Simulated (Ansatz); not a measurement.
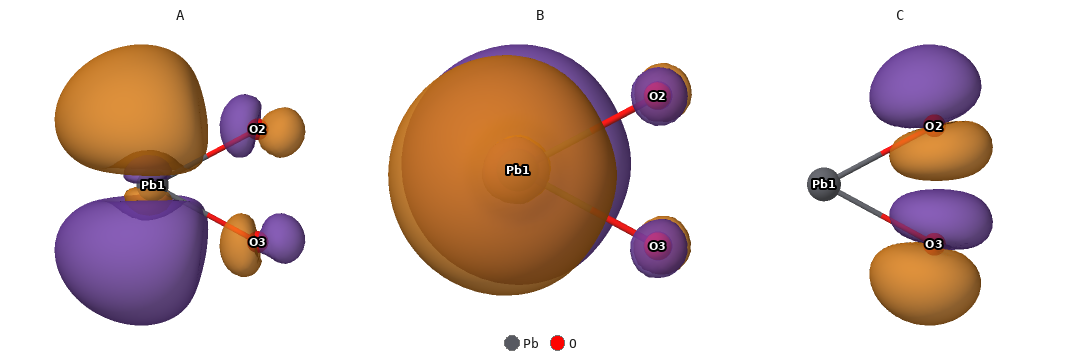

Figure. O₂Pb (quintet). Three frontier orbitals at ±0.08 Å⁻³ᐟ² (orange and purple are the two phases), in no order.

Geometry: r2SCAN-D4/def2-TZVP; core potentials replace the inner electrons of Pb.

The calculation used UKS PBE0-D4/def2-TZVP in Ansatz 0.2.0.

```xyz
3

Pb    0.9064    0.9658   -0.3695
O    -0.7706   -0.5882   -0.8692
O    -0.1357   -0.3776    1.2387
```

**Order the three orbitals by energy and name them. All are α orbitals.**

C is the HOMO−1 (α) (−9.55 eV). Its weight (Hirshfeld) is mainly on O2 (about 50 %) and O3 (about 50 %); it is symmetric in the molecular plane (an in-plane orbital: σ, lone-pair or in-plane π type); largely a combination of lone pairs on O2 and O3. B is the HOMO (α) (−4.84 eV). By Hirshfeld shares it lies mainly on Pb1 (about 95 %); it changes sign across the molecular plane (π type). A is the LUMO (α) (−2.19 eV). Its weight (Hirshfeld) is mainly on Pb1 (about 90 %); it is symmetric in the molecular plane (an in-plane orbital: σ, lone-pair or in-plane π type).

**What is the gap between the highest occupied and lowest empty α orbitals?**

2.65 eV between the orbital energies.
